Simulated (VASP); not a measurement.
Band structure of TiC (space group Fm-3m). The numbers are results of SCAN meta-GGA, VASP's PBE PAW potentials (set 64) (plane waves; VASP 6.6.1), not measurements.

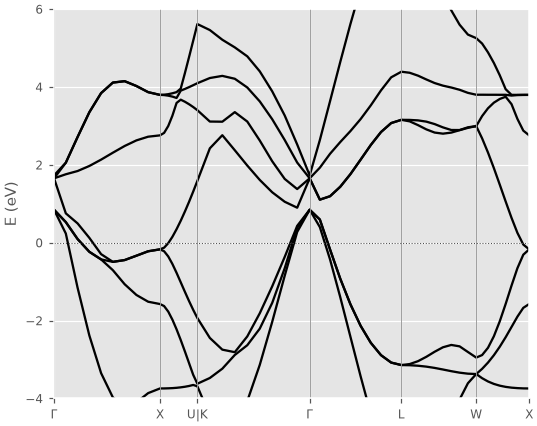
Figure. Bands along high-symmetry lines, zero at the valence-band maximum or, without a gap, the Fermi level

Read the plot: is there a gap, and where are the band edges?

It has no gap at this level: it comes out as a metal or semimetal.

The structure comes from a measured TiC entry (Fm-3m) of the Crystallography Open Database, whose conditions weren't checked. It was relaxed first.
